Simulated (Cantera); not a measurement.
A closed system holds: 1 mol Si, 0.71 mol Cl2, 19 mol H2, held at 3.90 bar.

Equilibrium computed with Cantera from the NASA thermochemical tables; the gas is ideal and each condensed phase is pure. Candidate condensed phases: Si; 19 gas species. The tables' values for SiCl3 are old estimates; treat these amounts as uncertain. The numbers say what is thermodynamically allowed, not how fast it happens.

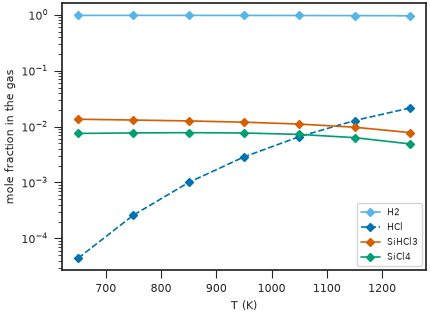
Fig. 1. Equilibrium gas composition (values under 1e-9 drawn at 1e-9)

From 650 K to 1250 K the condensed part is Si(s). The main Si-bearing gas is SiHCl3 throughout. The share of Si in condensed phases is highest at 1250 K (67.7 %) and lowest at 650 K (56.6 %).
